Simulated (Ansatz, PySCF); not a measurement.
Dissociation curve of AsH, triplet.

Methods: FCI = full CI/cc-pVTZ, cores with 3d frozen (Ansatz, a program for electronic structure); ROHF/cc-pVTZ (Ansatz); UHF/3-21G = PySCF with unrestricted Hartree-Fock/3-21G.

Energies are in kJ/mol, each relative to the lowest point of its own curve near equilibrium.

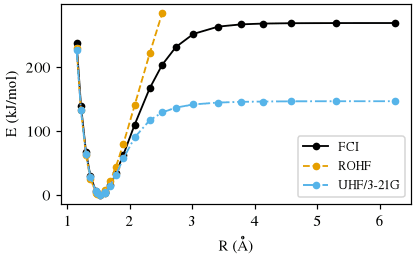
Figure. Energy against bond length for each method.

| R / Å | FCI | ROHF | UHF/3-21G |
|---|---|---|---|
| 1.15 | 237.1 | 229.6 | 226.0 |
| 1.22 | 139.3 | 132.6 | 132.6 |
| 1.30 | 67.2 | 61.8 | 63.9 |
| 1.37 | 29.5 | 25.3 | 28.0 |
| 1.46 | 5.3 | 3.3 | 5.1 |
| 1.48 | 2.8 | 1.3 | 2.7 |
| 1.53 | 0.0 | 0.0 | 0.0 |
| 1.60 | 3.0 | 5.3 | 2.7 |
| 1.61 | 3.9 | 6.7 | 3.6 |
| 1.69 | 15.1 | 21.1 | 14.1 |
| 1.78 | 33.4 | 43.7 | 31.1 |
| 1.90 | 62.7 | 79.9 | 56.8 |
| 2.08 | 109.7 | 140.1 | 89.6 |
| 2.32 | 166.4 | 220.9 | 116.4 |
| 2.52 | 203.2 | 283.8 | 128.6 |
| 2.74 | 231.1 | — | 136.3 |
| 3.02 | 251.5 | — | 141.2 |
| 3.42 | 263.0 | — | 144.2 |
| 3.79 | 266.5 | — | 145.3 |
| 4.14 | 267.7 | — | 145.8 |
| 4.58 | 268.3 | — | 146.1 |
| 5.30 | 268.5 | — | 146.2 |
| 6.25 | 268.6 | — | 146.3 |

At the longest distance, 6.25 Å, FCI lies highest above its minimum (268.6 kJ/mol) and UHF/3-21G lowest (146.3 kJ/mol).

A dash means that the run gave no value there, or that the column was ended at a point which the program doubted or which failed a test of continuity chosen for this set; such a test can also cut sound points.

The unrestricted determinant behind UHF/3-21G is spin-contaminated at 1.90 to 6.25 Å (<S²> up to 3.0, against 2.00 for a pure triplet).
